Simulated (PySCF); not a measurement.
# One shape, several levels: C5H12O (SMILES CCC(C)CO)

We compute a comparison of 6 runs (BLYP/6-31G*, PBE/6-31G*, SVWN5/6-31G*, r2SCAN/6-31G*, revPBE/6-31G*, CCSD(T)/6-31G*) of C5H12O. 

The results are computed with PySCF 2.14.0.

1 further run of the same task is left out (set aside as unsound or not needed).

## (1) The molecule

The species is C5H12O (18 atoms), meant as a singlet with charge 0. SMILES: `CCC(C)CO`. One bond was lengthened or shortened from a relaxed shape.

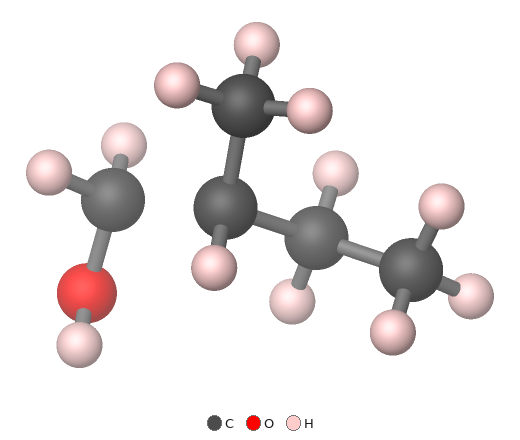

The structure, seen from a chosen angle (carbon dark grey, oxygen red, hydrogen pink).

## (2) A single-point energy at BLYP/6-31G(d) (spherical functions) (run 1)

mol.xyz

```xyz
18

C     -1.995352    -1.260463    -0.069302
C     -0.509432    -1.024383     0.170798
C     -0.055902     0.399697    -0.169422
C     -0.581292     1.426127     0.829678
C      1.707760     0.466730    -0.221390
O      2.268190    -0.384530    -1.192200
H     -2.602532    -0.646603     0.591648
H     -2.260922    -1.024333    -1.098042
H     -2.243782    -2.302973     0.116048
H      0.067488    -1.720353    -0.442452
H     -0.271042    -1.231273     1.216268
H     -0.433902     0.655707    -1.168462
H     -0.224472     2.422837     0.577598
H     -0.240982     1.184257     1.834238
H     -1.667452     1.444507     0.826978
H      2.031500     1.504590    -0.393420
H      2.122730     0.131650     0.732160
H      1.898970    -0.154840    -2.052610
```

run.py

```python
from pyscf import gto, dft

mol = gto.M(
    atom='mol.xyz',
    charge=0,
    verbose=4,
    spin=0,
    basis='6-31g*',
    max_memory=1860,
)

mf = dft.RKS(mol)
mf.xc = 'blyp'
mf.grids.level = 5
mf.conv_tol = 1e-10
mf.kernel()
if not mf.converged:
    mf = mf.newton().run(mf.mo_coeff, mf.mo_occ)

e_tot = mf.e_tot
print('E(%s) = %.9f' % ('BLYP', e_tot))
```

Started as:

```console
OMP_NUM_THREADS=1 python run.py
```

Output:

```text
PySCF version 2.14.0

[... 90 lines left out ...]
converged SCF energy = -272.794860035908
E(BLYP) = -272.794860036
```

Wall time 53 s (1 thread of Intel Xeon at 2.70GHz, shared host); peak memory 0.59 GiB.

## (3) The energy at PBE/6-31G(d) (spherical functions) (run 2)

input.py

```python
from pyscf import gto, dft

mol = gto.M(
    atom='''
C     -3.770669    -2.381930    -0.130962
C     -0.962687    -1.935803     0.322761
C     -0.105639     0.755318    -0.320161
C     -1.098483     2.694989     1.567864
C      3.227199     0.881992    -0.418366
O      4.286258    -0.726656    -2.252931
H     -4.918073    -1.221903     1.118053
H     -4.272523    -1.935709    -2.074999
H     -4.240133    -4.351988     0.219299
H      0.127534    -3.250996    -0.836113
H     -0.512195    -2.326769     2.298413
H     -0.819956     1.239107    -2.208073
H     -0.424191     4.578498     1.091502
H     -0.455390     2.237921     3.466207
H     -3.151028     2.729723     1.562762
H      3.838979     2.843263    -0.743456
H      4.011378     0.248782     1.383582
H      3.588533    -0.292605    -3.878871
''',
    unit='bohr',
    charge=0,
    spin=0,
    basis='6-31g*',
    verbose=4,
    max_memory=1860,
)

mf = dft.RKS(mol)
mf.xc = 'pbe'
mf.conv_tol = 1e-10
mf.grids.level = 5
mf.kernel()
if not mf.converged:
    mf = mf.newton().run(mf.mo_coeff, mf.mo_occ)

e_tot = mf.e_tot
print('E(%s) = %.9f' % ('PBE', e_tot))
```

Started as:

```console
OMP_NUM_THREADS=1 python input.py
```

Output:

```text
PySCF version 2.14.0

[... 91 lines left out ...]
converged SCF energy = -272.57779548184
E(PBE) = -272.577795482
```

It took 49 s on 1 thread of Intel Xeon at 2.70GHz, shared host; peak memory 0.59 GiB.

Runs 3 to 4 aren't shown in full; the table further down has their settings and results.

## (4) A single-point energy at revPBE/6-31G(d) (spherical functions) (run 5)

job.py

```python
from pyscf import gto, dft

system = gto.M(
    atom=[
    ('C', (-1.995352, -1.260463, -0.069302)),
    ('C', (-0.509432, -1.024383, 0.170798)),
    ('C', (-0.055902, 0.399697, -0.169422)),
    ('C', (-0.581292, 1.426127, 0.829678)),
    ('C', (1.707760, 0.466730, -0.221390)),
    ('O', (2.268190, -0.384530, -1.192200)),
    ('H', (-2.602532, -0.646603, 0.591648)),
    ('H', (-2.260922, -1.024333, -1.098042)),
    ('H', (-2.243782, -2.302973, 0.116048)),
    ('H', (0.067488, -1.720353, -0.442452)),
    ('H', (-0.271042, -1.231273, 1.216268)),
    ('H', (-0.433902, 0.655707, -1.168462)),
    ('H', (-0.224472, 2.422837, 0.577598)),
    ('H', (-0.240982, 1.184257, 1.834238)),
    ('H', (-1.667452, 1.444507, 0.826978)),
    ('H', (2.031500, 1.504590, -0.393420)),
    ('H', (2.122730, 0.131650, 0.732160)),
    ('H', (1.898970, -0.154840, -2.052610)),
],
    max_memory=1860,
    verbose=4,
    basis='6-31g*',
)

myscf = dft.RKS(system, xc='revpbe')
myscf.grids.level = 5
myscf.conv_tol = 1e-10
myscf.kernel()
if not myscf.converged:
    myscf = myscf.newton().run(myscf.mo_coeff, myscf.mo_occ)

e_final = myscf.e_tot
print(f'total energy: {e_final:.8f} hartree')
```

Started as:

```console
OMP_NUM_THREADS=1 python job.py
```

Output:

```text
PySCF version 2.14.0

[... 90 lines left out ...]
converged SCF energy = -272.85675452515
total energy: -272.85675453 hartree
```

It took 56 s on 1 thread of Intel Xeon at 2.70GHz, shared host; peak memory 0.59 GiB.

## (5) A single-point energy at CCSD(T)/6-31G(d) (spherical functions) (run 6)

input.xyz

```xyz
18

C     -1.995352    -1.260463    -0.069302
C     -0.509432    -1.024383     0.170798
C     -0.055902     0.399697    -0.169422
C     -0.581292     1.426127     0.829678
C      1.707760     0.466730    -0.221390
O      2.268190    -0.384530    -1.192200
H     -2.602532    -0.646603     0.591648
H     -2.260922    -1.024333    -1.098042
H     -2.243782    -2.302973     0.116048
H      0.067488    -1.720353    -0.442452
H     -0.271042    -1.231273     1.216268
H     -0.433902     0.655707    -1.168462
H     -0.224472     2.422837     0.577598
H     -0.240982     1.184257     1.834238
H     -1.667452     1.444507     0.826978
H      2.031500     1.504590    -0.393420
H      2.122730     0.131650     0.732160
H      1.898970    -0.154840    -2.052610
```

job.py

```python
from pyscf import gto, cc

system = gto.M(
    atom='input.xyz',
    max_memory=1860,
    basis='6-31g*',
    verbose=3,
    spin=0,
)

mf = system.RHF()
mf.conv_tol = 1e-10
mf.kernel()
if not mf.converged:
    mf = mf.newton().run(mf.mo_coeff, mf.mo_occ)

mycc = cc.CCSD(mf, frozen=6)
mycc.kernel()
e_t = mycc.ccsd_t()
e_tot = mycc.e_tot + e_t
print('E = %.10f Eh' % e_tot)
```

Started as:

```console
OMP_NUM_THREADS=1 python job.py
```

Output:

```text
converged SCF energy = -271.154834131957
E(CCSD) = -272.055902434673  E_corr = -0.9010683027163124
CCSD(T) correction = -0.0245223983291402
E = -272.0804248330 Eh
```

Wall time 2.2 min (1 thread of Intel Xeon at 2.70GHz, shared host); peak memory 1 GiB.

## (6) All runs side by side

| run | level | integration grid | frozen core orbitals | energy (Eh) | dipole moment (D) of the reference | HOMO energy (eV) | LUMO energy (eV) | wall time |
| --- | --- | --- | --- | --- | --- | --- | --- | --- |
| 1 | BLYP/6-31G* (spherical functions) | 5 | – | -272.794860 | 1.40 | -5.32 | 1.41 | 53 s |
| 2 | PBE/6-31G* (spherical functions) | 5 | – | -272.577795 | 1.41 | -5.46 | 1.42 | 49 s |
| 3 | SVWN5/6-31G* (spherical functions) | 5 | – | -270.510719 | 1.46 | -5.56 | 1.22 | 27 s |
| 4 | r2SCAN/6-31G* (spherical functions) | 5 | – | -272.774793 | 1.49 | -5.84 | 2.06 | 2 min |
| 5 | revPBE/6-31G* (spherical functions) | 5 | – | -272.856755 | 1.40 | -5.42 | 1.53 | 56 s |
| 6 | CCSD(T)/6-31G* (spherical functions) | – | 6 | -272.080425 | 1.73 | -10.62 | 6.01 | 2.2 min |

## (7) Outcome

| quantity | value |
| --- | --- |
| run 6: total energy | -272.08042 Eh |
| run 6: dipole moment (Hartree–Fock density) | 1.73 D |
| run 6: HOMO energy (Hartree–Fock orbitals) | -10.62 eV |
| run 6: LUMO energy (Hartree–Fock orbitals) | 6.01 eV |
| run 6: HOMO–LUMO gap (Hartree–Fock orbitals) | 16.63 eV |
| run 6: correlation energy (6 core orbitals frozen) | -925.6 mEh |
| run 6: (T) correction | -24.52 mEh |
| run 6: T1 diagnostic | 0.009 |

In words: Over runs 1, 2, 3, 4, 5 the dipole moment (its size) runs from 1.40 D (revPBE/6-31G*) to 1.49 D (r2SCAN/6-31G*). Over runs 1, 2, 3, 4, 5 the HOMO–LUMO gap runs from 6.73 eV (BLYP/6-31G*) to 7.91 eV (r2SCAN/6-31G*). Totals of different functionals can't be ranked against each other. All runs together took 7.3 min, the longest 2.2 min.
